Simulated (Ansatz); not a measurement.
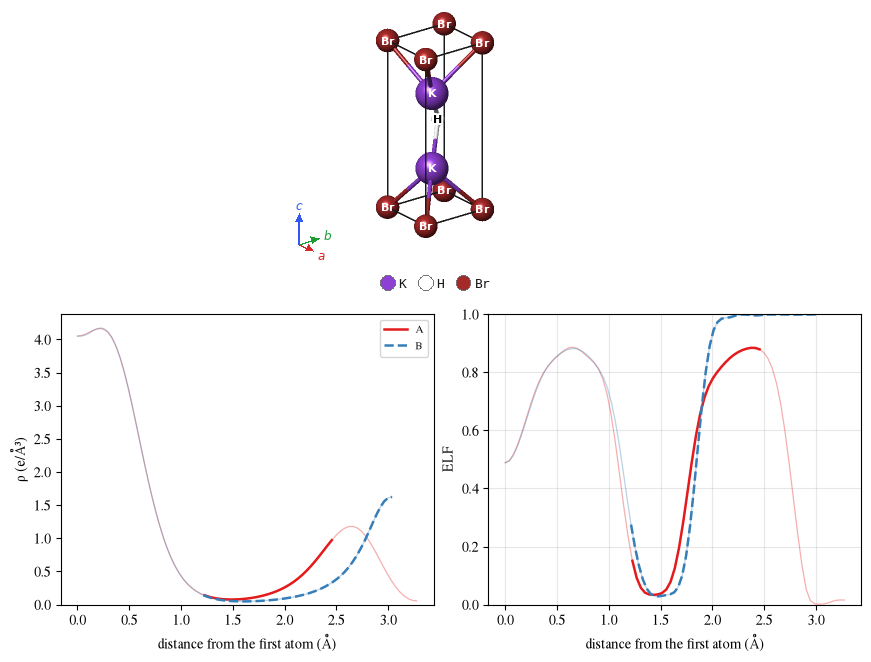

*K₂HBr. Valence electron density and ELF along straight lines between neighbouring atoms. Thin, pale parts lie inside the atomic spheres. The structure is drawn too.*

Space group P-6m2; a structure generated by program, which may or may not match a known phase.

Theory: DFT r2SCAN, scalar-relativistic, plane waves, PAW (Ansatz).

The density is the valence pseudo-density of a PAW calculation; it isn't the true density close to the nuclei.

```
K H Br
1.0
     4.31464    0.00000    0.00000
    -2.15732    3.73659    0.00000
     0.00000    0.00000    7.71645
K H Br
2 1 1
Direct
  0.66667 0.33333 0.27512
  0.66667 0.33333 0.72488
  0.33333 0.66667 0.50000
  0.00000 0.00000 0.00000
```

Which curve belongs to which contact (K–Br and K–H)? The first atom named is at distance zero.

Answer. Curve A: K–Br (3.27 Å): ρ is about 0.09 e/Å³ halfway, with its minimum of 0.08 e/Å³ about 1.5 Å from K; the ELF is about 0.15 at the midpoint; a closed-shell, largely ionic contact. Curve B: K–H (3.04 Å): the density is about 0.05 e/Å³ at the midpoint; the ELF climbs to about 1 towards the hydrogen.
